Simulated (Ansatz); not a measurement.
## Nudged elastic band of SiH$_{4}$O

System: SiH$_{4}$O.
Method: RKS BHLYP/cc-pVDZ (Ansatz 0.2.0).

It belongs to a series of runs on one base structure; here: band between the two ends. Figures and captions count atoms from 1; the log counts them from 0 in places.

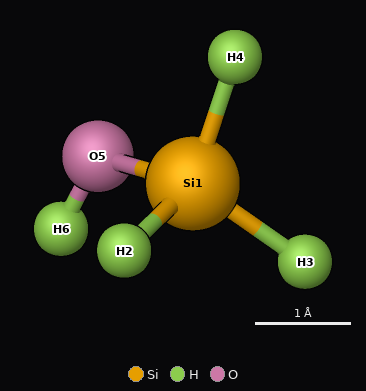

The input geometry (ball-and-stick view, seen at a tilt; atoms are numbered from 1 in the order of the input).

Input:
```yaml
crystal:
  periodic: [false, false, false]
  atoms:
    - { symbol: Si, position_ang: [0.152285, 0.025099, 0.207509] }
    - { symbol: H, position_ang: [0.203894, 0.146824, 1.689167] }
    - { symbol: H, position_ang: [1.529521, -0.254518, -0.280526] }
    - { symbol: H, position_ang: [-0.349558, 1.283164, -0.387237] }
    - { symbol: O, position_ang: [-0.924621, -1.164985, -0.272789] }
    - { symbol: H, position_ang: [-0.75432, -2.051584, 0.037476] }
basis:
  gaussian: { orbitals: cc-pVDZ }
hamiltonian:
  xc: { name: BHLYP }
neb:
  order_check: false
  images: 5
  f_tol: 0.05
  max_iterations: 60
  final_atoms:
    - { symbol: Si, position_ang: [-1.0131314, 0.05540657, 0.32431677] }
    - { symbol: H, position_ang: [1.60933967, 0.14463985, 1.41558313] }
    - { symbol: H, position_ang: [1.80980844, 0.3310273, 0.71007658] }
    - { symbol: H, position_ang: [-0.32665131, 0.93086211, -0.72319496] }
    - { symbol: O, position_ang: [-0.92096746, -1.35750749, -0.58439036] }
    - { symbol: H, position_ang: [-1.30119692, -2.12042835, -0.14879116] }
  initial_path:
    images:
      - { positions_ang: [[0.152285, 0.025099, 0.207509], [0.203894, 0.146824, 1.689167], [1.529521, -0.254518, -0.280526], [-0.349558, 1.283164, -0.387237], [-0.924621, -1.164985, -0.272789], [-0.75432, -2.051584, 0.037476]] }
      - { positions_ang: [[0.10060774, 0.01800097, 0.14086087], [0.4638312, 0.09375927, 1.5736217], [1.5446483, -0.16533913, -0.01232769], [-0.46672632, 1.25433437, -0.41133235], [-0.87334897, -1.23150042, -0.37827768], [-0.91181094, -1.98525505, 0.08105515]] }
      - { positions_ang: [[0.04893048, 0.01090294, 0.07421273], [0.72376841, 0.04069453, 1.4580764], [1.55977559, -0.07616027, 0.25587062], [-0.58389465, 1.22550475, -0.4354277], [-0.82207693, -1.29801585, -0.48376635], [-1.06930189, -1.91892611, 0.1246343]] }
      - { positions_ang: [[-0.00274679, 0.00380492, 0.0075646], [0.98370561, -0.0123702, 1.3425311], [1.57490289, 0.0130186, 0.52406893], [-0.70106297, 1.19667512, -0.45952305], [-0.7708049, -1.36453127, -0.58925503], [-1.22679283, -1.85259716, 0.16821345]] }
      - { positions_ang: [[-0.33954166, 0.02100547, 0.11314866], [1.1922503, 0.03996648, 1.36688178], [1.65320474, 0.1190215, 0.58607148], [-0.57625909, 1.10807078, -0.54741369], [-0.82085909, -1.36219001, -0.58763347], [-1.2515942, -1.94187422, 0.06254525]] }
      - { positions_ang: [[-0.67633653, 0.03820602, 0.21873271], [1.40079498, 0.09230317, 1.39123245], [1.73150659, 0.2250244, 0.64807403], [-0.4514552, 1.01946645, -0.63530433], [-0.87091328, -1.35984875, -0.58601191], [-1.27639556, -2.03115129, -0.04312295]] }
      - { positions_ang: [[-1.0131314, 0.05540657, 0.32431677], [1.60933967, 0.14463985, 1.41558313], [1.80980844, 0.3310273, 0.71007658], [-0.32665131, 0.93086211, -0.72319496], [-0.92096746, -1.35750749, -0.58439036], [-1.30119692, -2.12042835, -0.14879116]] }
```

Machine: 1 thread of Intel Xeon @ 2.60GHz (Ice Lake), 24 GiB of memory available, shared host.

Launched with:
```bash
ansatz run input.yaml --threads 1 --pin off --max-ram 2048MiB --backend cpu --events-out ev --progress --plain --runs-dir out
```

The program's output:
```
Engine: ansatz 0.2.0, x86_64-unknown-linux-gnu
Functional definition: BHLYP
  parameter a = 0.5
  exchange = (1 - a)*b88_x + a*exact_x
  correlation = lyp_c
556 factors; integrals over basis functions are off by at most 4.1e-4 eV
mean field evaluation 1: about -9986.6767 eV, gradient 4.0e1 eV
mean field evaluation 2: about -9985.4003 eV, gradient 4.8e1 eV
mean field evaluation 4: about -9989.3640 eV, gradient 3.0e-1 eV
mean field evaluation 8: about -9989.3653 eV, gradient 7.3e-3 eV
mean field -9989.36532333 eV, -367.1024045975 hartree, gradient 3.5e-5 eV, S^2 0.000000; 0 other end points of the search recorded, 0 dependent functions left out
the calculation of the forces begins
reference -9989.36546438 eV, -367.1024097807 hartree; 13, 13 occupied and 39, 39 virtual orbitals, 556 factors
557 factors; integrals over basis functions are off by at most 1.2e-3 eV
mean field evaluation 16: about -9987.2782 eV, gradient 2.8e0 eV
mean field -9987.29856600 eV, -367.0264526663 hartree, gradient 5.4e-5 eV, S^2 0.000000; 0 other end points of the search recorded, 0 dependent functions left out
[... from here on the field's lines of each further geometry are left out, up to the last ...]
NEB iter   1: max|band force component| = 7.384e0 eV/Å  barrier→ = 4.7532 eV  barrier← = 2.6864 eV  Δτ_max = 0.2000 Å  (156 SCF iters)
NEB iter   2: max|band force component| = 3.334e0 eV/Å  barrier→ = 3.4158 eV  barrier← = 1.3491 eV  Δτ_max = 0.2000 Å  (134 SCF iters)
NEB iter   3: max|band force component| = 1.413e0 eV/Å  barrier→ = 2.9197 eV  barrier← = 0.8529 eV  Δτ_max = 0.1953 Å  (123 SCF iters)
NEB iter   4: max|band force component| = 1.401e0 eV/Å  barrier→ = 3.1181 eV  barrier← = 1.0513 eV  Δτ_max = 0.1014 Å  (129 SCF iters)
NEB iter   5: max|band force component| = 5.941e-1 eV/Å  barrier→ = 3.1181 eV  barrier← = 1.0514 eV  Δτ_max = 0.1369 Å  (121 SCF iters)
NEB iter   6: max|band force component| = 5.606e-1 eV/Å  barrier→ = 3.0900 eV  barrier← = 1.0233 eV  CI = image 3  Δτ_max = 0.0464 Å  (118 SCF iters)
NEB iter   7: max|band force component| = 2.330e-1 eV/Å  barrier→ = 3.1025 eV  barrier← = 1.0357 eV  CI = image 3  Δτ_max = 0.0289 Å  (115 SCF iters)
NEB iter   8: max|band force component| = 1.347e-1 eV/Å  barrier→ = 3.0969 eV  barrier← = 1.0302 eV  CI = image 3  Δτ_max = 0.0422 Å  (114 SCF iters)
NEB iter   9: max|band force component| = 1.005e-1 eV/Å  barrier→ = 3.0943 eV  barrier← = 1.0276 eV  CI = image 3  Δτ_max = 0.0417 Å  (115 SCF iters)
NEB iter  10: max|band force component| = 1.076e-1 eV/Å  barrier→ = 3.0936 eV  barrier← = 1.0268 eV  CI = image 3  Δτ_max = 0.0206 Å  (113 SCF iters)
NEB iter  11: max|band force component| = 6.556e-2 eV/Å  barrier→ = 3.0935 eV  barrier← = 1.0267 eV  CI = image 3  Δτ_max = 0.0208 Å  (114 SCF iters)
the calculation of the forces begins
reference -9987.28221659 eV, -367.0258518368 hartree; 13, 13 occupied and 39, 39 virtual orbitals, 556 factors
558 factors; integrals over basis functions are off by at most 1.0e-3 eV
mean field -9986.27185659 eV, -366.9887217914 hartree, gradient 8.7e-5 eV, S^2 0.000000; 1 other end points of the search recorded, 0 dependent functions left out
the calculation of the forces begins
reference -9986.27199301 eV, -366.9887268048 hartree; 13, 13 occupied and 39, 39 virtual orbitals, 558 factors
NEB iter  12: max|band force component| = 3.554e-2 eV/Å  barrier→ = 3.0935 eV  barrier← = 1.0267 eV  CI = image 3  Δτ_max = 0.0000 Å  (218 SCF iters)
```

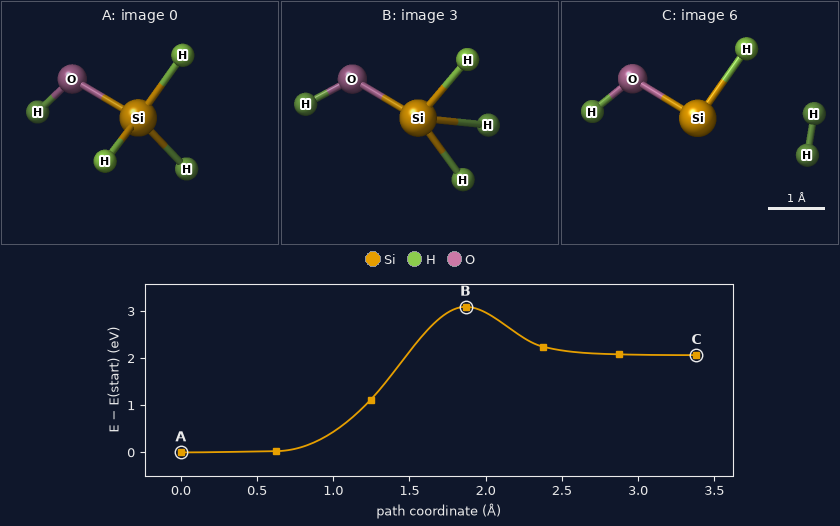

Images of the last band (counted from 0; ball-and-stick, seen at a tilt) above the energy along the path; the line is a cubic interpolation that uses the forces. The highest image is number 3, 3.093 eV above the start and 1.027 eV above the end (the climbing image); the end lies 2.067 eV above the start. The path is 3.38 Å long. The band converged in 12 iterations.

```
Total energy: -9986.27199301 eV, -366.9887268048 hartree
Atom 0 at    -0.317587     0.040132     0.415391 Å, force    -0.001791    -0.001288    -0.004957 eV/Å
Atom 1 at     0.917023    -0.018246     1.292759 Å, force     0.003353    -0.001054     0.002418 eV/Å
Atom 2 at     1.350925     0.119971     0.212964 Å, force     0.000325     0.001142     0.000043 eV/Å
Atom 3 at    -0.248494     1.191373    -0.508193 Å, force    -0.000310     0.001477    -0.000973 eV/Å
Atom 4 at    -0.650806    -1.365841    -0.452302 Å, force    -0.001502     0.001465     0.008347 eV/Å
Atom 5 at    -1.193860    -1.983390     0.032981 Å, force    -0.000076    -0.001741    -0.004879 eV/Å
Dipole moment:    -0.108788    -0.077280     0.254187 e Å
this run last wrote the band of iteration 12 to [file]
```

The last band as extended XYZ (Å, eV, eV/Å):
```
6
Properties=species:S:1:pos:R:3:forces:R:3 image=0 energy=-9989.36532
Si    0.1523    0.0251    0.2075   -0.0081   0.0017  -0.0052
H     0.2039    0.1468    1.6892    0.0002   0.0023   0.0068
H     1.5295   -0.2545   -0.2805    0.0027  -0.0019  -0.0026
H    -0.3496    1.2832   -0.3872    0.0015  -0.0061   0.0017
O    -0.9246   -1.1650   -0.2728    0.0021   0.0084  -0.0007
H    -0.7543   -2.0516    0.0375    0.0016  -0.0043  -0.0001
6
Properties=species:S:1:pos:R:3:forces:R:3 image=1 energy=-9989.33847
Si    0.2005   -0.0016    0.1752    0.0410  -0.0116  -0.0204
H     0.2159    0.0186    1.6623   -0.0931  -0.0115   0.0193
H     1.6034   -0.0615   -0.2937    0.0315  -0.0211  -0.0676
H    -0.4252    1.2411   -0.3406   -0.0192   0.0058   0.0387
O    -0.6287   -1.3335   -0.4130    0.0421   0.0098  -0.0210
H    -1.1086   -1.8791    0.2035   -0.0024   0.0287   0.0510
6
Properties=species:S:1:pos:R:3:forces:R:3 image=2 energy=-9988.24132
Si    0.0166    0.0130    0.2507    2.0113  -0.2144  -0.9511
H     0.6276    0.0047    1.5708   -1.6351   0.0366   1.6199
H     1.4609    0.0631   -0.0129    0.6602  -0.3132  -1.4484
H    -0.3717    1.2262   -0.4706   -0.8525   0.2832   0.4197
O    -0.6715   -1.3543   -0.4192   -0.1605   0.1349   0.1848
H    -1.2047   -1.9687    0.0748   -0.0235   0.0728   0.1751
6
Properties=species:S:1:pos:R:3:forces:R:3 image=3 energy=-9986.27186
Si   -0.3176    0.0401    0.4154   -0.0018  -0.0013  -0.0050
H     0.9170   -0.0182    1.2928    0.0034  -0.0011   0.0024
H     1.3509    0.1200    0.2130    0.0003   0.0011   0.0000
H    -0.2485    1.1914   -0.5082   -0.0003   0.0015  -0.0010
O    -0.6508   -1.3658   -0.4523   -0.0015   0.0015   0.0083
H    -1.1939   -1.9834    0.0330   -0.0001  -0.0017  -0.0049
6
Properties=species:S:1:pos:R:3:forces:R:3 image=4 energy=-9987.11634
Si   -0.6604    0.0899    0.4687   -0.6554   0.0983   0.1176
H     1.1229    0.0006    1.1543    0.4394   0.0107  -0.2926
H     1.3866    0.1359    0.4208    0.0784   0.0142   0.3621
H    -0.1851    1.0940   -0.5715    0.1193  -0.1772  -0.0979
O    -0.6763   -1.3174   -0.4724   -0.0789   0.1144  -0.0294
H    -1.1303   -2.0190   -0.0062    0.0972  -0.0603  -0.0598
6
Properties=species:S:1:pos:R:3:forces:R:3 image=5 energy=-9987.28208
Si   -0.9065    0.1147    0.3824   -0.0428  -0.0007  -0.0142
H     1.3737    0.0331    1.2870    0.0513   0.0041   0.0189
H     1.5855    0.1996    0.5777    0.0367   0.0121   0.0234
H    -0.2433    1.0068   -0.6653   -0.0149  -0.0144  -0.0114
O    -0.7909   -1.3048   -0.5173   -0.0262   0.0047  -0.0093
H    -1.1614   -2.0654   -0.0709   -0.0041  -0.0057  -0.0074
6
Properties=species:S:1:pos:R:3:forces:R:3 image=6 energy=-9987.29857
Si   -1.0131    0.0554    0.3243   -0.0033   0.0031   0.0054
H     1.6093    0.1446    1.4156    0.0083   0.0088  -0.0283
H     1.8098    0.3310    0.7101   -0.0078  -0.0080   0.0278
H    -0.3267    0.9309   -0.7232    0.0016  -0.0002   0.0008
O    -0.9210   -1.3575   -0.5844   -0.0057  -0.0220   0.0000
H    -1.3012   -2.1204   -0.1488    0.0069   0.0184  -0.0056
```

Results in brief:

```tsv
quantity	value
outcome	converged
barrier, forward	3.094 eV
barrier, backward	1.027 eV
wall time	62 s
peak memory	0.12 GiB
```

Remarks:

The order of the saddle point was not checked.
